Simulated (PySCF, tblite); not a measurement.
# C₅H₁₂Si₂: geometry, infrared bands and NMR shifts

Wanted: the infrared bands and NMR shifts of C₅H₁₂Si₂ (`[SiH3]/C=C/[SiH2]C1CC1`), by calculation.

The runs use tblite 0.8.0 and PySCF 2.14.0, with density-fitted response routines of our own; the level of theory stands in each step. All values are computed, except where a source is named. Atoms count from 0, in the outputs and in this text.

### 1 The molecule as given

19 atoms, charge 0, multiplicity 1; geometry from: force field or distance geometry start.

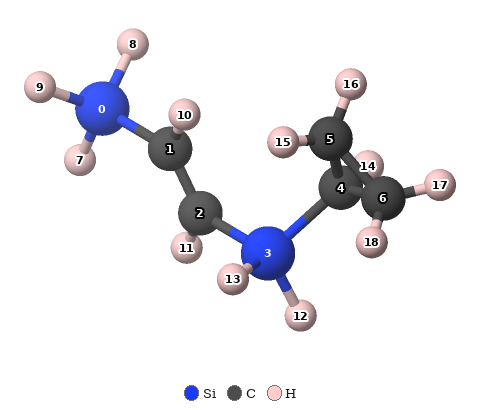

The starting geometry (silicon blue, carbon dark grey, hydrogen pink), atoms numbered.

### 2 Relaxing the molecule with GFN2-xTB

The job: settings as JSON, then the geometry in Å.

```
{"job": {"kind": "relax", "xc": "GFN2-xTB", "basis": "xTB"}, "charge": 0, "multiplicity": 1}
Si     3.584700     0.521700     0.153100
C      1.780300     0.228000    -0.134400
C      1.200700    -0.980400    -0.238000
Si    -0.604900    -1.271100    -0.529200
C     -1.660800    -0.213700     0.619300
C     -2.032400     1.182200     0.175400
C     -3.075800     0.108500     0.208100
H      4.333100    -0.750800     0.104900
H      3.778400     1.148400     1.485000
H      4.089300     1.439600    -0.887300
H      1.208600     1.141300    -0.191700
H      1.760600    -1.900400    -0.174600
H     -0.895900    -2.708600    -0.252700
H     -0.927300    -0.987800    -1.941100
H     -1.462900    -0.366400     1.665900
H     -1.720000     1.553000    -0.782000
H     -2.069700     1.958400     0.942400
H     -3.827100     0.148600     0.995500
H     -3.468700    -0.241400    -0.731800
```

On the command line:

```sh
OMP_NUM_THREADS=1 python probes_run.py task.json out
```

One launch serves the whole session: the jobs run in the order shown.

Standard output:

```text
step      E/eV     max force
  0    -549.68160    0.996
  1    -549.72883    0.840
  2    -549.75183    0.403
  3    -549.76586    0.299
  4    -549.77345    0.199
  5    -549.78095    0.142
  6    -549.78360    0.129
  7    -549.78544    0.133
  8    -549.78715    0.099
  9    -549.78859    0.078
 10    -549.78937    0.061
 11    -549.78983    0.057
 12    -549.79019    0.048
 13    -549.79046    0.034
 14    -549.79062    0.027
 15    -549.79073    0.026
 16    -549.79084    0.031
 17    -549.79096    0.027
 18    -549.79104    0.018
 19    -549.79109    0.016
 20    -549.79114    0.022
 21    -549.79120    0.025
 22    -549.79129    0.025
 23    -549.79142    0.031
 24    -549.79157    0.031
 25    -549.79173    0.027
 26    -549.79191    0.044
 27    -549.79215    0.054
 28    -549.79243    0.047
 29    -549.79271    0.037
 30    -549.79297    0.039
 31    -549.79324    0.066
 32    -549.79365    0.089
 33    -549.79425    0.096
 34    -549.79494    0.081
 35    -549.79559    0.066
 36    -549.79621    0.077
 37    -549.79695    0.094
 38    -549.79774    0.088
 39    -549.79813    0.060
 40    -549.79857    0.047
 41    -549.79875    0.031
 42    -549.79891    0.032
 43    -549.79918    0.036
 44    -549.79954    0.036
 45    -549.79988    0.037
 46    -549.80009    0.044
 47    -549.80031    0.034
 48    -549.80060    0.041
 49    -549.80089    0.037
 50    -549.80115    0.034
 51    -549.80131    0.029
 52    -549.80150    0.026
 53    -549.80166    0.027
 54    -549.80181    0.028
 55    -549.80198    0.032
 56    -549.80217    0.031
 57    -549.80234    0.031
 58    -549.80249    0.029
 59    -549.80262    0.030
 60    -549.80278    0.038
 61    -549.80300    0.037
 62    -549.80327    0.043
 63    -549.80353    0.036
 64    -549.80373    0.030
 65    -549.80390    0.032
 66    -549.80406    0.029
 67    -549.80417    0.023
 68    -549.80412    0.063
 69    -549.80430    0.024
 70    -549.80435    0.020
 71    -549.80446    0.020
 72    -549.80457    0.031
 73    -549.80469    0.032
 74    -549.80477    0.021
 75    -549.80483    0.016
 76    -549.80487    0.019
 77    -549.80493    0.019
 78    -549.80501    0.019
 79    -549.80509    0.023
 80    -549.80518    0.023
 81    -549.80525    0.021
 82    -549.80531    0.019
 83    -549.80538    0.016
 84    -549.80544    0.018
 85    -549.80548    0.019
 86    -549.80552    0.013
 87    -549.80556    0.013
 88    -549.80560    0.014
 89    -549.80565    0.018
 90    -549.80568    0.014
 91    -549.80571    0.013
 92    -549.80574    0.011
 93    -549.80579    0.023
 94    -549.80584    0.031
 95    -549.80592    0.030
 96    -549.80602    0.021
 97    -549.80614    0.023
 98    -549.80626    0.024
 99    -549.80638    0.029
100    -549.80648    0.024
101    -549.80661    0.024
102    -549.80680    0.032
103    -549.80704    0.043
104    -549.80729    0.040
105    -549.80751    0.039
106    -549.80768    0.035
107    -549.80771    0.048
108    -549.80792    0.028
109    -549.80804    0.022
110    -549.80822    0.026
111    -549.80830    0.024
112    -549.80838    0.041
113    -549.80847    0.016
114    -549.80853    0.016
115    -549.80859    0.017
116    -549.80865    0.014
117    -549.80869    0.014
118    -549.80874    0.015
119    -549.80879    0.017
120    -549.80887    0.019
121    -549.80894    0.014
122    -549.80899    0.012
123    -549.80901    0.011
124    -549.80905    0.013
125    -549.80911    0.014
126    -549.80918    0.017
127    -549.80925    0.019
128    -549.80931    0.018
129    -549.80934    0.015
130    -549.80937    0.013
131    -549.80941    0.012
132    -549.80945    0.014
133    -549.80949    0.018
134    -549.80955    0.021
135    -549.80961    0.023
136    -549.80968    0.018
137    -549.80974    0.018
138    -549.80979    0.019
139    -549.80982    0.015
140    -549.80986    0.016
141    -549.80990    0.017
142    -549.80997    0.024
143    -549.81007    0.036
144    -549.81023    0.044
145    -549.81036    0.029
146    -549.81030    0.066
147    -549.81058    0.024
148    -549.81066    0.020
149    -549.81083    0.023
150    -549.81096    0.032
151    -549.81110    0.033
152    -549.81121    0.022
153    -549.81130    0.017
154    -549.81137    0.018
155    -549.81141    0.023
156    -549.81145    0.019
157    -549.81147    0.011
158    -549.81149    0.008
```

Run time: 2 s. Hardware: 1 thread of Arm Neoverse N1, shared host.

Relaxation path: (not every step is listed)

| step | energy from step 0 (eV) | largest force (eV/Å) |
| --- | --- | --- |
| 0 | 0.0000 | 0.9959 |
| 1 | -0.0472 | 0.8402 |
| 2 | -0.0702 | 0.4031 |
| 3 | -0.0843 | 0.2987 |
| 4 | -0.0919 | 0.1994 |
| 5 | -0.0993 | 0.1418 |
| 6 | -0.1020 | 0.1293 |
| 7 | -0.1038 | 0.1326 |
| 8 | -0.1055 | 0.0994 |
| 22 | -0.1097 | 0.0253 |
| 36 | -0.1146 | 0.0767 |
| 50 | -0.1196 | 0.0340 |
| 64 | -0.1221 | 0.0304 |
| 78 | -0.1234 | 0.0194 |
| 92 | -0.1241 | 0.0110 |
| 106 | -0.1261 | 0.0353 |
| 120 | -0.1273 | 0.0189 |
| 134 | -0.1279 | 0.0214 |
| 148 | -0.1291 | 0.0201 |
| 153 | -0.1297 | 0.0170 |
| 154 | -0.1298 | 0.0177 |
| 155 | -0.1298 | 0.0229 |
| 156 | -0.1299 | 0.0186 |
| 157 | -0.1299 | 0.0112 |
| 158 | -0.1299 | 0.0077 |

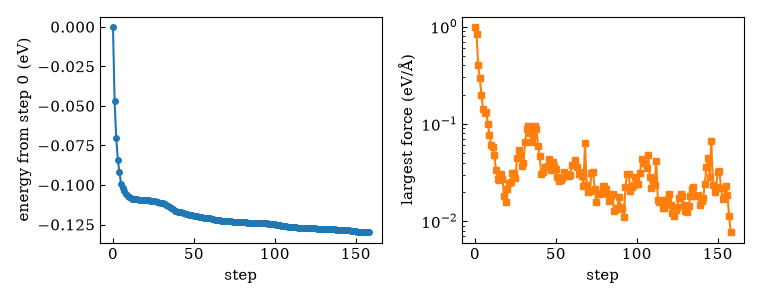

Energy and largest force along the relaxation.

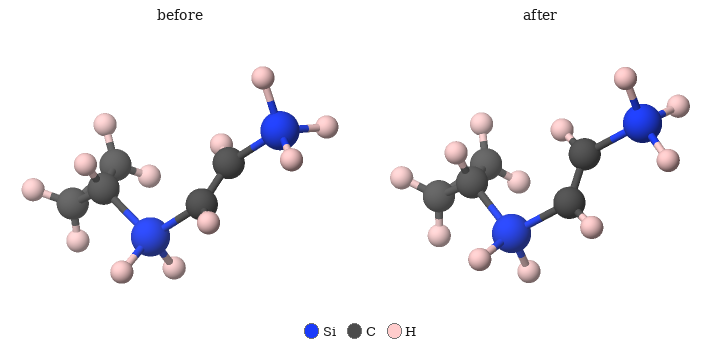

Before and after, at one scale.

Distances of close pairs at the start and the end, largest changes first:

| bond | before (Å) | after (Å) | change (Å) |
| --- | --- | --- | --- |
| C2–Si3 | 1.852 | 1.885 | +0.033 |
| Si0–C1 | 1.851 | 1.881 | +0.031 |
| Si3–H12 | 1.492 | 1.471 | -0.022 |
| Si0–H8 | 1.485 | 1.466 | -0.018 |
| Si0–H7 | 1.477 | 1.464 | -0.013 |
| C1–C2 | 1.344 | 1.332 | -0.012 |
| C5–H16 | 1.092 | 1.081 | -0.011 |
| Si0–H9 | 1.476 | 1.467 | -0.010 |

The next job starts from the end point, and lists it.

### 3 Harmonic vibrations with GFN2-xTB

The job: settings as JSON, then the geometry in Å.

```
{"job": {"kind": "ir", "xc": "GFN2-xTB", "basis": "xTB"}, "charge": 0, "multiplicity": 1}
Si     3.562333     0.541192     0.224513
C      1.729076     0.127029     0.140382
C      1.199485    -0.979233    -0.379813
Si    -0.639892    -1.380366    -0.467128
C     -1.608791    -0.128598     0.552621
C     -1.988268     1.201404    -0.037428
C     -3.040631     0.174326     0.213448
H      4.348636    -0.555675    -0.342523
H      3.938030     0.752588     1.626085
H      3.810500     1.774644    -0.529124
H      1.048273     0.863146     0.555250
H      1.872274    -1.719966    -0.798499
H     -0.881228    -2.730950     0.062325
H     -1.090149    -1.319896    -1.866074
H     -1.379221    -0.109173     1.612745
H     -1.710286     1.406827    -1.060915
H     -1.961139     2.075769     0.597452
H     -3.738140     0.338629     1.021870
H     -3.480666    -0.322448    -0.638233
```

Standard output:

```text
mode    cm-1     km/mol
  1      31.0      0.01
  2      48.2      0.07
  3      73.5      0.13
  4      89.8      0.03
  5     131.1      0.06
  6     191.0      0.28
  7     236.9      0.45
  8     252.4      1.01
  9     349.6      6.49
 10     450.0     17.37
 11     519.3     61.08
 12     527.5    117.74
 13     576.3     29.03
 14     661.6     36.99
 15     678.0    204.15
 16     689.6     41.75
 17     761.4    367.15
 18     783.6    218.15
 19     786.4    173.29
 20     792.0    181.06
 21     802.5    395.94
 22     810.7      6.89
 23     813.5     49.36
 24     848.0     16.83
 25     961.2      0.60
 26    1004.6     35.96
 27    1023.9     11.71
 28    1032.2     11.24
 29    1070.1      0.93
 30    1072.9      0.13
 31    1114.5      0.37
 32    1161.4      0.08
 33    1188.2     32.51
 34    1246.3      0.72
 35    1308.9      0.85
 36    1351.3     14.25
 37    1451.8      0.11
 38    1492.6      2.69
 39    1630.0      0.05
 40    2191.7    404.22
 41    2204.6    222.07
 42    2233.6    450.57
 43    2241.3    259.06
 44    2259.6    265.22
 45    3010.6      5.99
 46    3013.0     84.18
 47    3020.7     37.92
 48    3070.9     14.47
 49    3076.5     18.06
 50    3081.8     45.22
 51    3094.6     77.79
```

Wall time 1.4 s (1 thread of Arm Neoverse N1, shared host).

Which atoms move in the most intense modes:

| cm⁻¹ | km/mol | atoms |
| --- | --- | --- |
| 761 | 367.1 | H7 29 %, C1 20 %, H9 13 %, H8 13 % |
| 784 | 218.2 | H13 40 %, H12 38 % |
| 802 | 395.9 | C2 27 %, Si3 19 %, C1 19 %, Si0 15 % |
| 2192 | 404.2 | H13 65 %, H12 31 % |
| 2205 | 222.1 | H12 66 %, H13 32 % |
| 2234 | 450.6 | H9 61 %, H8 34 % |
| 2241 | 259.1 | H8 61 %, H9 35 % |
| 2260 | 265.2 | H7 95 % |

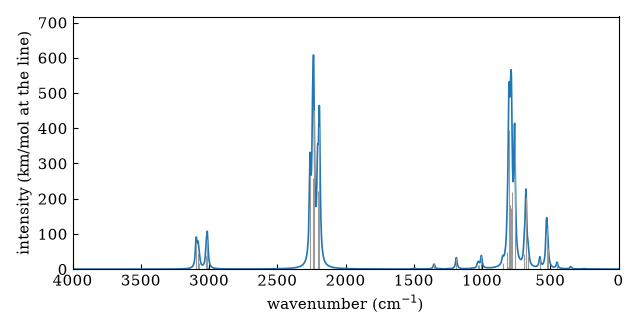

The infrared spectrum from these modes, unscaled. Lines are broadened to a width of 14 cm⁻¹ (Lorentzian).

### 4 Shielding tensors: PBE0/pcSseg-1

The job, as its differences from that of step 3:

```diff
@@ -1,2 +1,2 @@
-{"job": {"kind": "ir", "xc": "GFN2-xTB", "basis": "xTB"}, "charge": 0, "multiplicity": 1}
+{"job": {"kind": "nmr", "xc": "PBE0", "basis": "pcSseg-1"}, "charge": 0, "multiplicity": 1}
 Si     3.562333     0.541192     0.224513
```

Method: GIAO PBE0/pcSseg-1 NMR shielding, non-relativistic, gas phase.

Standard output:

```text
coarse grid: 16120 points
cycle   1  E = -776.0561987590  dE =  5.630e-01  |g| = 4.122e-01  |ddm| = 3.837e+00
cycle   2  E = -776.0412007203  dE =  1.500e-02  |g| = 4.796e-01  |ddm| = 8.111e-01
cycle   3  E = -776.1024413422  dE = -6.124e-02  |g| = 3.446e-02  |ddm| = 4.851e-01
cycle   4  E = -776.1026584305  dE = -2.171e-04  |g| = 1.867e-02  |ddm| = 4.922e-02
cycle   5  E = -776.1027314826  dE = -7.305e-05  |g| = 7.944e-03  |ddm| = 2.141e-02
cycle   6  E = -776.1027466215  dE = -1.514e-05  |g| = 2.078e-03  |ddm| = 7.172e-03
cycle   7  E = -776.1027477050  dE = -1.084e-06  |g| = 2.711e-04  |ddm| = 1.821e-03
final grid: 144360 points
cycle   8  E = -776.1438347852  dE = -3.180e-05  |g| = 7.769e-03  |ddm| = 2.691e-02
cycle   9  E = -776.1438268514  dE =  7.934e-06  |g| = 9.536e-03  |ddm| = 1.552e-02
cycle  10  E = -776.1438508119  dE = -2.396e-05  |g| = 5.520e-04  |ddm| = 8.663e-03
cycle  11  E = -776.1438508538  dE = -4.189e-08  |g| = 3.477e-04  |ddm| = 7.632e-04
cycle  12  E = -776.1438508849  dE = -3.106e-08  |g| = 6.250e-05  |ddm| = 3.070e-04
cycle  13  E = -776.1438508857  dE = -7.849e-10  |g| = 2.512e-05  |ddm| = 6.794e-05
converged SCF energy = -776.1438508857

GIAO shielding tensors (ppm)
atom      isotropic    diamagn.    paramagn.     s11        s22        s33       span
  0 Si     420.782     879.847    -459.065    371.538    423.146    467.663     96.124
  1 C       34.025     260.133    -226.108    -89.835     15.358    176.551    266.386
  2 C       29.092     260.825    -231.733    -93.604     16.004    164.877    258.481
  3 Si     386.282     882.251    -495.969    338.401    370.775    449.672    111.271
  4 C      195.011     252.352     -57.341    166.860    187.091    231.082     64.222
  5 C      182.517     249.290     -66.773    152.967    177.784    216.800     63.833
  6 C      185.005     257.359     -72.354    156.510    178.361    220.144     63.634
  7 H       27.659      28.415      -0.755     24.603     26.545     31.829      7.226
  8 H       27.404      28.341      -0.937     24.388     25.764     32.061      7.673
  9 H       27.398      28.457      -1.059     24.319     25.823     32.051      7.732
 10 H       24.429      37.351     -12.922     20.115     22.604     30.567     10.452
 11 H       24.554      32.306      -7.753     21.681     23.819     28.162      6.481
 12 H       27.018      29.692      -2.674     23.063     25.517     32.474      9.411
 13 H       27.930      30.803      -2.873     24.315     26.788     32.686      8.371
 14 H       31.943      33.342      -1.399     25.351     28.024     42.455     17.104
 15 H       31.440      32.112      -0.673     26.060     28.068     40.190     14.130
 16 H       30.923      31.021      -0.098     25.673     26.106     40.989     15.316
 17 H       31.041      30.677       0.364     24.904     26.670     41.548     16.643
 18 H       31.488      31.669      -0.180     24.936     28.566     40.963     16.028
```

It took 57 s on 1 thread of Arm Neoverse N1, shared host; peak memory 0.85 GiB.

The references, computed at this level on geometries of the same kind, shield at (ppm): ¹H TMS 31.72, ¹³C TMS 186.9, ²⁹Si TMS 349.2. Their shielding less the atom's gives the shift. The references are single molecules in the gas phase. Atoms listed in one row are averaged.

| atoms | environment | σ (ppm) | δ (ppm) | δ scaled to CDCl3 |
| --- | --- | --- | --- | --- |
| C2 | alkene CH | 29.1 | 157.8 | 152.1 |
| C1 | alkene CH | 34.0 | 152.9 | 147.3 |
| C5, C6 | three-membered-ring carbon | 183.8 | 3.2 | 1.2 |
| C4 | three-membered-ring carbon | 195.0 | -8.1 | -9.8 |
| H10 | hydrogen on an alkene CH | 24.43 | 7.29 | 6.98 |
| H11 | hydrogen on an alkene CH | 24.55 | 7.16 | 6.86 |
| H12, H13 | hydrogen on a silicon bonded to 2 C | 27.47 | 4.24 | – |
| H7, H8, H9 | hydrogen on a silicon bonded to C | 27.49 | 4.23 | – |
| H16, H17 | hydrogen on a three-membered-ring carbon | 30.98 | 0.74 | 0.80 |
| H15, H18 | hydrogen on a three-membered-ring carbon | 31.46 | 0.25 | 0.34 |
| H14 | hydrogen on a three-membered-ring carbon | 31.94 | -0.23 | -0.11 |
| Si3 | silicon bonded to 2 C, 2 H | 386.3 | -37.1 | – |
| Si0 | silicon bonded to C, 3 H | 420.8 | -71.6 | – |

The scaled column applies a straight-line fit of computed shieldings to shifts measured in CDCl3 (root-mean-square error 0.16 ppm for H, 1.9 ppm for C).

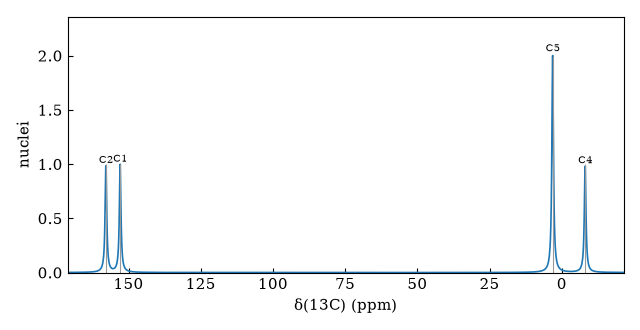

¹³C lines at the computed shifts, without couplings. Lines are broadened to a width of 0.66 ppm (Lorentzian).

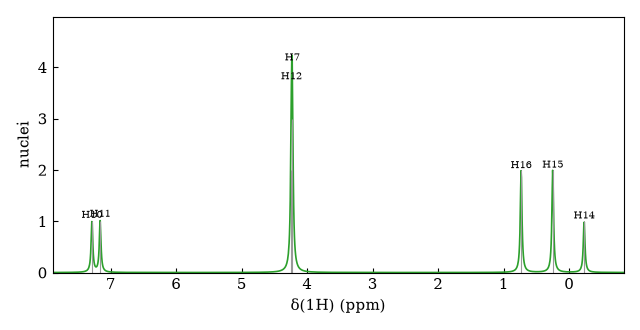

¹H lines at the computed shifts, without couplings. Lines are broadened to a width of 0.03 ppm (Lorentzian).

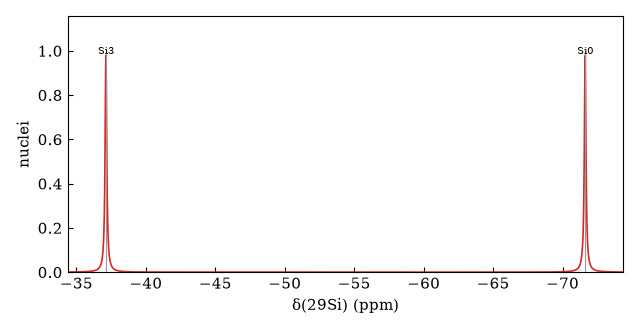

²⁹Si lines at the computed shifts, without couplings. Lines are broadened to a width of 0.14 ppm (Lorentzian).

Charges from the same density, by scheme (e):

| atoms | Mulliken | IAO | Hirshfeld | ESP fit |
| --- | --- | --- | --- | --- |
| Si0 | 0.55 | 0.61 | 0.31 | 0.39 |
| C1 | -0.41 | -0.40 | -0.13 | -0.24 |
| C2 | -0.41 | -0.40 | -0.13 | -0.27 |
| Si3 | 0.77 | 0.77 | 0.34 | 0.29 |
| C4 | -0.56 | -0.42 | -0.13 | -0.12 |
| C5, C6 | -0.20 | -0.28 | -0.09 | -0.32 |

Mulliken charges:

Si0 0.55; C1 -0.41; C2 -0.41; Si3 0.77; C4 -0.56; C5 -0.21; C6 -0.20; H7 -0.10; H8 -0.09; H9 -0.09; H10 0.14; H11 0.12; H12 -0.09; H13 -0.10; H14 0.15; H15 0.14; H16 0.13; H17 0.13; H18 0.13

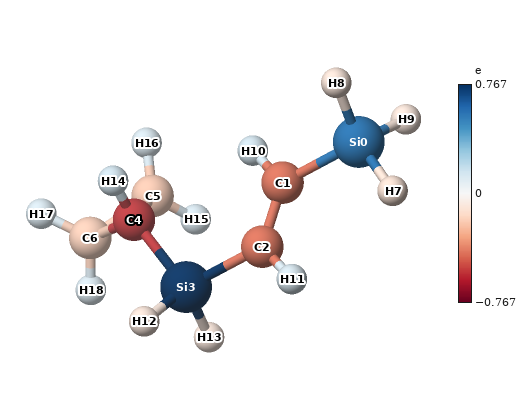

Mulliken charges, as colours on the atoms.

Mayer bond orders: Si0–C1 0.90, C1–C2 1.94, C2–Si3 0.88, Si3–C4 0.88, C4–C5 0.95, C5–C6 0.98, C6–C4 0.96.

Ring of atoms C4, C5, C6: NICS(0) -45.3, NICS(1) -8.6, NICS(1)zz -23.7 ppm (means of both faces).

In rings of three or four atoms NICS is ruled by the nearby σ bonds, so it says little on aromaticity.

### 5 Summary of results

```
                                                               quantity                                          value
                              strongest single infrared mode (GFN2-xTB)                          2234 cm⁻¹, 451 km/mol
                                           zero-point energy (GFN2-xTB)                                  89.4 kcal/mol
¹³C shifts against TMS (PBE0/pcSseg-1, means over atoms taken as alike)                    157.8, 152.9, 3.2, -8.1 ppm
 ¹H shifts against TMS (PBE0/pcSseg-1, means over atoms taken as alike)  7.29, 7.16, 4.24, 4.23, 0.74, 0.25, -0.23 ppm
                                ²⁹Si shifts against TMS (PBE0/pcSseg-1)                               -37.1, -71.6 ppm
```

The optimisation took 158 steps and gained 0.130 eV; among the close pairs (by a distance rule), C2–Si3 changed most, from 1.852 to 1.885 Å. All 51 modes are real, so the xTB geometry is a minimum. The strongest single mode, at 2234 cm⁻¹, moves mainly H9 and H8. GFN2-xTB is a fitted tight-binding method: band positions and strengths are rough. Its intensities can rank the bands wrongly.
